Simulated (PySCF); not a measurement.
## NMR shielding calculation of C2H5NOSSi

System: C2H5NOSSi.
Method: GIAO PBE0/3-21G NMR shielding, non-relativistic, gas phase (PySCF 2.14.0).

The geometry comes from this level: GFN2-xTB. Figures and captions count atoms from 1; the log counts them from 0 in places.

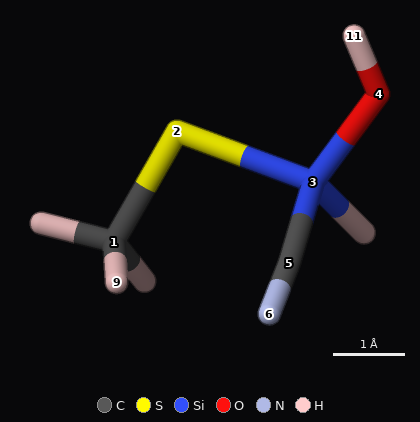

Figure 1. The structure (stick view, seen at a tilt; atoms are numbered from 1 in the order of the input).

## Key numbers

```json
{"quantity": "outcome", "value": "converged"}
{"quantity": "total energy", "value": "−891.754187 hartree"}
{"quantity": "HOMO", "value": "−7.39 eV"}
{"quantity": "LUMO", "value": "−0.74 eV"}
{"quantity": "dipole moment", "value": "1.91 D"}
{"quantity": "isotropic shielding, C", "value": "99.7 to 198.4 ppm"}
{"quantity": "isotropic shielding, S", "value": "766.7 ppm"}
{"quantity": "isotropic shielding, Si", "value": "502.8 ppm"}
{"quantity": "isotropic shielding, O", "value": "341.4 ppm"}
{"quantity": "isotropic shielding, N", "value": "−34.9 ppm"}
{"quantity": "hardware", "value": "1 CPU thread, shared host"}
{"quantity": "wall time", "value": "10 s"}
{"quantity": "peak memory", "value": "0.49 GiB"}
```

## Notes

Settings chosen away from the usual ones: PBE0/3-21G.

## Input
```
{"job": {"kind": "nmr", "xc": "PBE0", "basis": "3-21G", "pop": false}, "charge": 0, "multiplicity": 1}
C      1.896940    -0.372671    -0.113587
S      0.535731    -1.009632     0.910819
Si    -1.166247    -0.224621    -0.137370
O     -2.501633    -0.526924     0.711068
C     -0.831211     1.611150    -0.300097
N     -0.543400     2.714991    -0.401475
H      1.855291    -0.827811    -1.098134
H      2.819312    -0.652268     0.384609
H      1.825691     0.707962    -0.188236
H     -1.371815    -0.796434    -1.454237
H     -2.513234    -0.621071     1.660676
```

The first line tells a small driver script what to run in PySCF; the rest is the geometry in Å.

Run as:
```bash
OMP_NUM_THREADS=1 python <driver script> task.json out
```

## Log
```
coarse grid: 10672 points
cycle   1  E = -891.6064152098  dE =  2.225e-01  |g| = 7.141e-01  |ddm| = 3.359e+00
cycle   2  E = -891.4065690751  dE =  1.998e-01  |g| = 1.229e+00  |ddm| = 2.085e+00
cycle   3  E = -891.7065470965  dE = -3.000e-01  |g| = 2.021e-01  |ddm| = 1.395e+00
cycle   4  E = -891.7140811625  dE = -7.534e-03  |g| = 8.408e-02  |ddm| = 1.845e-01
cycle   5  E = -891.7154823704  dE = -1.401e-03  |g| = 1.993e-02  |ddm| = 8.473e-02
cycle   6  E = -891.7155926703  dE = -1.103e-04  |g| = 2.277e-03  |ddm| = 2.784e-02
cycle   7  E = -891.7155940783  dE = -1.408e-06  |g| = 8.282e-04  |ddm| = 4.451e-03
final grid: 95152 points
cycle   8  E = -891.7541772413  dE = -1.837e-05  |g| = 6.121e-03  |ddm| = 1.706e-02
cycle   9  E = -891.7541729624  dE =  4.279e-06  |g| = 7.466e-03  |ddm| = 1.539e-02
cycle  10  E = -891.7541870489  dE = -1.409e-05  |g| = 5.415e-04  |ddm| = 8.849e-03
cycle  11  E = -891.7541871011  dE = -5.218e-08  |g| = 2.670e-04  |ddm| = 8.050e-04
cycle  12  E = -891.7541871139  dE = -1.286e-08  |g| = 1.207e-04  |ddm| = 2.640e-04
cycle  13  E = -891.7541871167  dE = -2.725e-09  |g| = 3.719e-05  |ddm| = 1.065e-04
cycle  14  E = -891.7541871170  dE = -3.315e-10  |g| = 4.822e-06  |ddm| = 4.297e-05
```

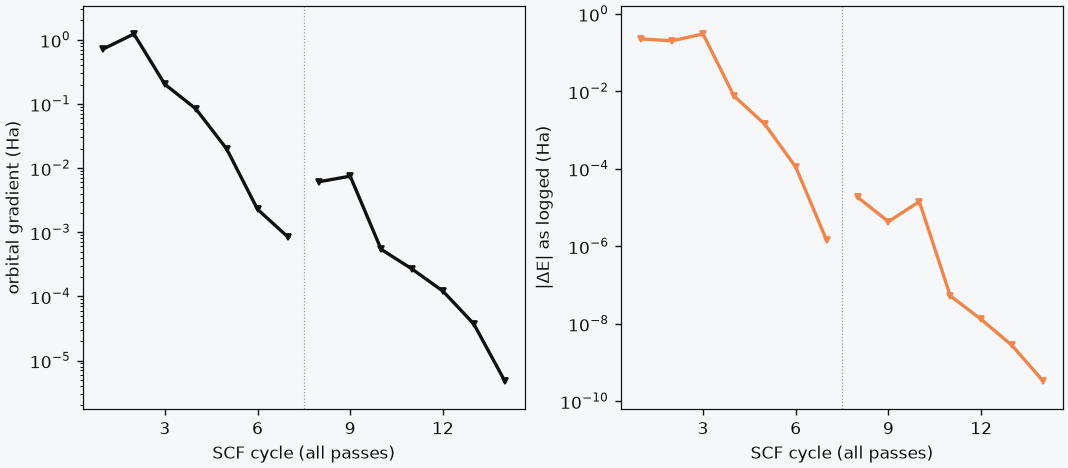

Figure 2. Convergence of the self-consistent field: orbital gradient and size of the energy change against the SCF cycle. The dotted line marks the change from a coarse to the final integration grid. The first 7 cycles use a coarse grid, the final grid takes over at cycle 8, and the field converges after 14 cycles in all.

```
converged SCF energy = -891.7541871170

GIAO shielding tensors (ppm)
atom      isotropic    diamagn.    paramagn.     s11        s22        s33       span
  0 C      198.434     255.553     -57.119    187.046    193.415    214.842     27.797
  1 S      766.673    1050.987    -284.314    663.586    756.701    879.733    216.147
  2 Si     502.825     873.119    -370.294    423.396    517.761    567.317    143.921
  3 O      341.432     390.420     -48.988    295.350    337.323    391.623     96.273
  4 C       99.702     264.734    -165.032      3.978      7.157    287.971    283.993
  5 N      -34.918     338.284    -373.202   -209.219   -194.167    298.632    507.852
  6 H       31.277      31.169       0.108     25.605     28.804     39.422     13.817
  7 H       30.990      31.630      -0.641     25.371     27.817     39.781     14.410
  8 H       31.083      31.569      -0.487     24.850     30.371     38.027     13.177
  9 H       27.325      28.145      -0.819     23.480     24.446     34.050     10.569
 10 H       31.568      28.380       3.189     23.830     26.984     43.890     20.061
```

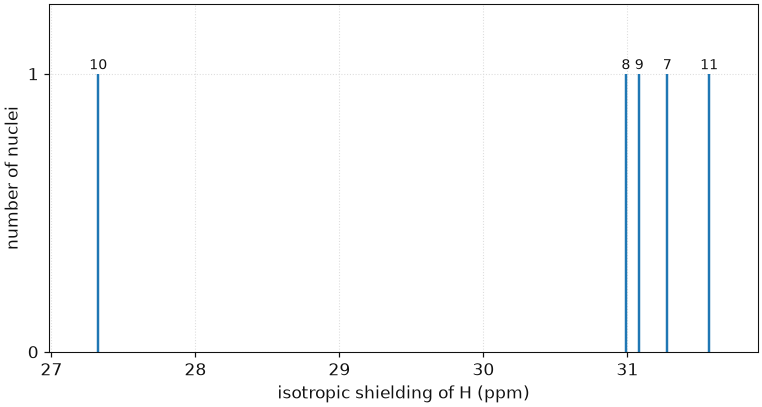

Figure 3. Isotropic shieldings of the hydrogen nuclei in this fixed geometry, labelled by atom number; shielding grows to the right, so chemical shift grows to the left. The least shielded is H10 (27.3 ppm), the most shielded H11 (31.6 ppm).
